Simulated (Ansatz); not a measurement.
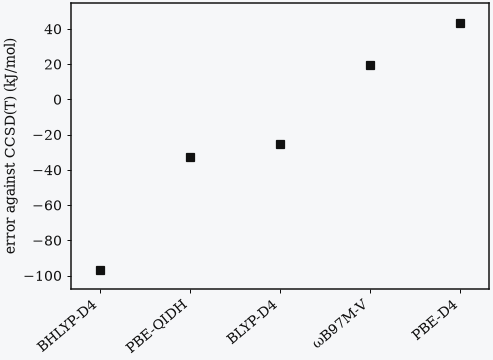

Error in the electronic atomisation energy (method less reference, so positive means overbinding) of CH₆ClNSi₂, SMILES [SiH3][C@@H]1N[Si@H]1Cl: functionals in def2-TZVPP against frozen-core CCSD(T) at the limit (MP2 extrapolated from triple and quadruple zeta, plus CCSD(T) less MP2 in a smaller set), which gives 3655.8 kJ/mol, at a PBE0-D4/def2-TZVP geometry (a minimum by its frequencies), no zero-point or spin-orbit term, the Ansatz code 0.2.0. The reference leaves out core correlation, a term that grows with the number of heavy atoms. PBE-QIDH holds a correlation term that converges slowly with the basis, so part of the distance to the limit is basis error. No dispersion term is added to PBE-QIDH.

Which of these levels overbind, and which underbind?

Answer. Overbind: PBE-D4. Underbind: BHLYP-D4, PBE-QIDH and BLYP-D4. Within 25 kJ/mol of zero, too close to call in view of what the reference leaves out: ωB97M-V.

What range do the values span?

Answer. From −96.5 kJ/mol (BHLYP-D4) to 43.5 kJ/mol (PBE-D4).
